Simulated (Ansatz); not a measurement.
**Single-point calculation of CH$_{6}$GaNS**

System: CH$_{6}$GaNS.
Method: RKS PBE0-D4/def2-TZVPP (Ansatz 0.2.0).

The geometry comes from this level: PBE0-D4/def2-TZVP.

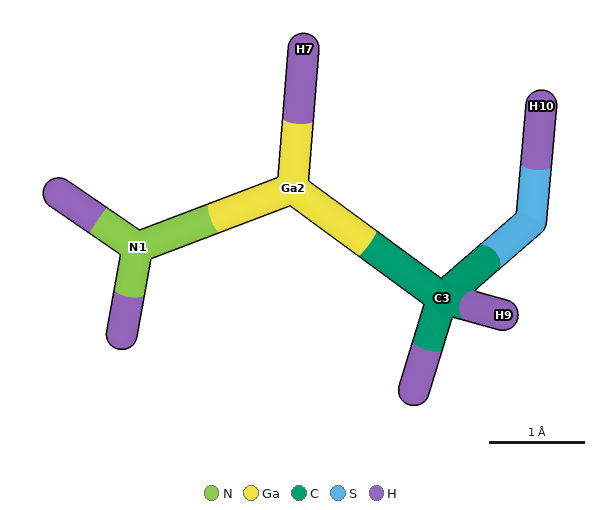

**Figure 1.** The structure as given in the input (stick view, seen on its broad side; atoms are numbered from 1 in the order of the input). Sticks mark near contacts. Bond lengths as drawn: C–Ga 1.97 Å, C–H 1.09 Å, C–S 1.82 Å, Ga–H 1.56 Å, Ga–N 1.81 Å, H–N 1.01 Å and H–S 1.34 Å.

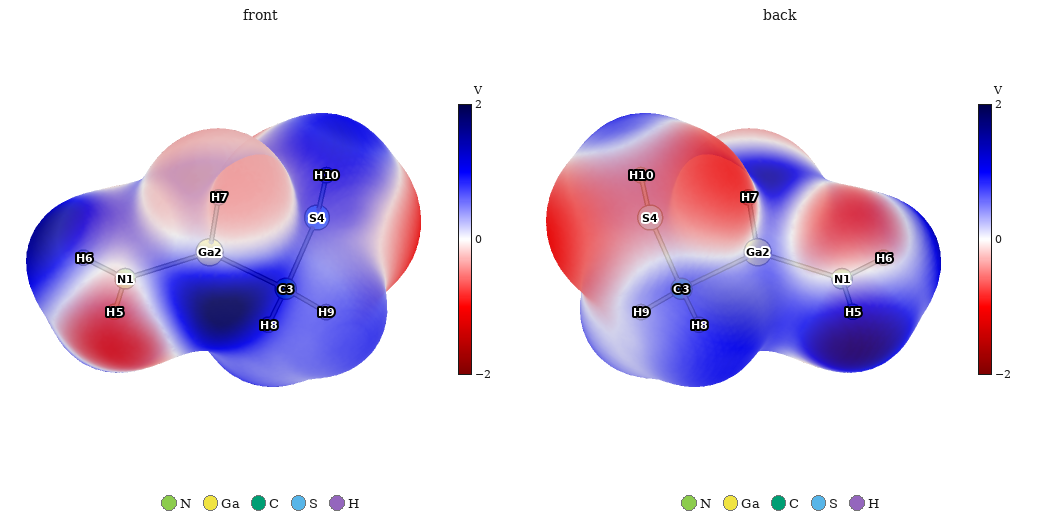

**Figure 2.** The electrostatic potential painted on the density surface at 0.002 e/bohr³, seen at a tilt and from behind; red is negative and blue positive. A positive charge is drawn to the negative regions and a negative charge to the positive ones.

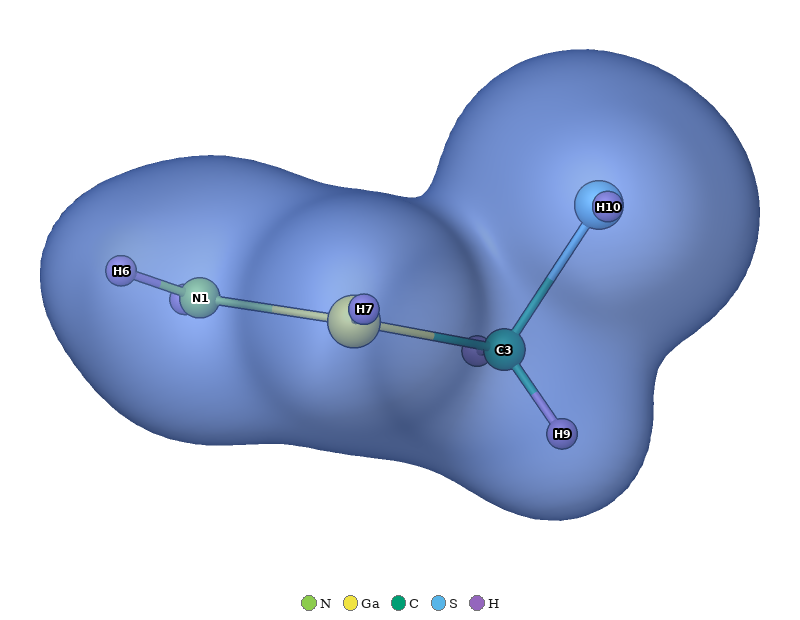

**Figure 3.** Isosurface of the electron density at 0.05 e/Å³ (blue), seen from the side. At this value the surface is in one piece. On the grid the lowest density along these lines, outside the cores, is 0.91 e/Å³ (Ga–N, 1.81 Å), 1.2 e/Å³ (C–S, 1.82 Å), 0.77 e/Å³ (C–Ga, 1.97 Å) and 2.3 e/Å³ (N–H, 1.01 Å).

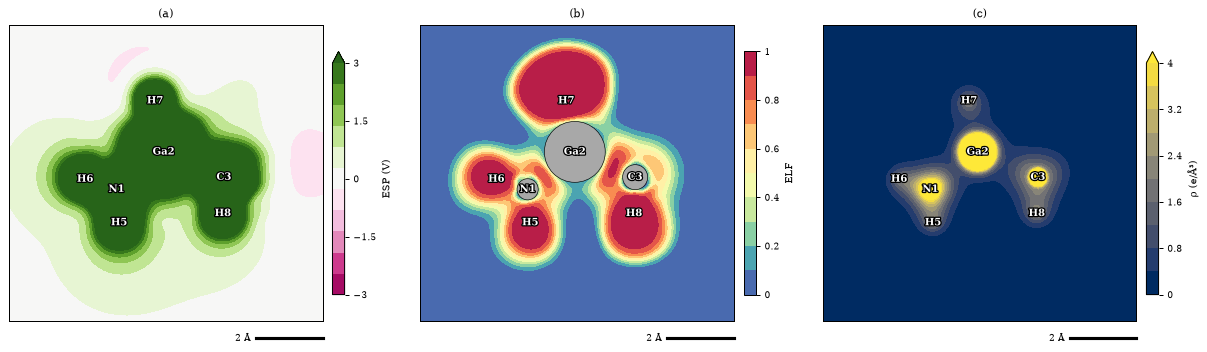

**Figure 4.** (a) electrostatic potential; (b) ELF; (c) total electron density on the plane of atoms Ga2, C3 and H8. Grey discs, where drawn, cover atomic cores. Atoms in the plane: N, Ga, C and H. Ga–N (1.81 Å): ρ at the midpoint is about 0.92 e/Å³; the ELF peaks at about 0.90 in the valence shell of N, 0.6 Å from its nucleus, and is about 0.35 at the midpoint.

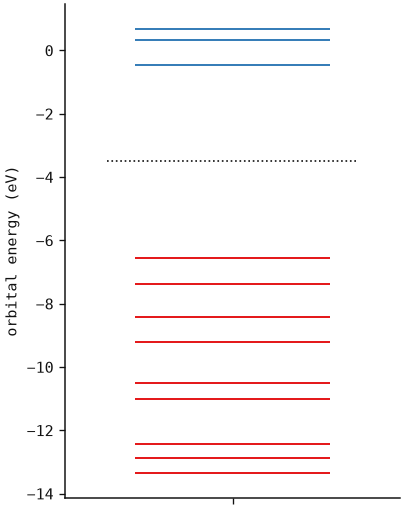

**Figure 5.** Orbital energies near the frontier; the dotted line parts filled from empty levels, and levels within 0.02 eV of each other stand side by side. Highest filled −6.55 eV, lowest empty −0.45 eV, 6.10 eV apart.

These pictures come from the run below.

## The input
```yaml
crystal:
  periodic: [false, false, false]
  atoms:
    - {symbol: N, position_ang: [-1.761657, 1.015248, -0.438163]}
    - {symbol: Ga, position_ang: [-0.096496, 0.743727, 0.227798]}
    - {symbol: C, position_ang: [0.518010, -1.104196, 0.525078]}
    - {symbol: S, position_ang: [1.810606, -1.357320, -0.733878]}
    - {symbol: H, position_ang: [-2.409800, 0.278341, -0.657423]}
    - {symbol: H, position_ang: [-2.101520, 1.912231, -0.739995]}
    - {symbol: H, position_ang: [0.831860, 1.981740, 0.447745]}
    - {symbol: H, position_ang: [-0.268071, -1.817665, 0.272146]}
    - {symbol: H, position_ang: [0.895169, -1.350079, 1.516980]}
    - {symbol: H, position_ang: [2.581899, -0.302017, -0.420288]}
basis:
  gaussian: {orbitals: def2-TZVPP}
hamiltonian: {xc: pbe0, dispersion: d4}
output: {orbitals: {seedname: orbitals}}
```

Launched with:
```bash
ansatz run in.yaml --threads 4 --pin off --events-out ev --progress --plain --max-ram 10444MiB
```

## What the program printed
```
Functional definition: PBE0
  name "PBE0"
  cite "Adamo & Barone, J. Chem. Phys. 110, 6158 (1999) doi:10.1063/1.478522"
  cite "Perdew, Burke & Ernzerhof, Phys. Rev. Lett. 77, 3865 (1996) doi:10.1103/PhysRevLett.77.3865"
  parent pbe
  parameter a = 0.25
  parameter kappa = 0.804
  parameter beta = 0.06672455060314922
  exchange = (1 - a)*pbe_x(kappa = kappa, mu = beta*pi^2/3) + a*exact_x
  correlation = pbe_c(beta = beta)
1417 factors; their error is unknown
mean field evaluation 1: about -65814.7208 eV, gradient 7.7e1 eV
mean field evaluation 2: about -65790.6287 eV, gradient 1.2e2 eV
mean field evaluation 4: about -65825.9123 eV, gradient 1.0e1 eV
mean field evaluation 8: about -65826.3459 eV, gradient 3.0e-1 eV
mean field evaluation 16: about -65826.3461 eV, gradient 2.5e-5 eV
mean field -65826.34606078 eV, -2419.0735990338 hartree, gradient 2.5e-5 eV, S^2 0.000000; 0 other end points of the search recorded, 0 dependent functions left out
reference -65826.34609231 eV, -2419.0736001925 hartree; 33, 33 occupied and 203, 203 virtual orbitals, 1417 factors
Total energy: -65826.53142493 eV, -2419.0804110405 hartree
```

## Summary

```csv
quantity,value
outcome,converged
total energy,−65826.5314 eV
mean-field energy,−65826.3461 eV
dispersion energy,−0.1853 eV
SCF solution under orbital rotations,stable
HOMO,−6.55 eV
LUMO,−0.45 eV
hardware,"4 threads of Arm Neoverse V2, 23 GiB of memory available, shared host"
wall time,3.1 s (CPU time 11 s)
peak memory,0.63 GiB
```
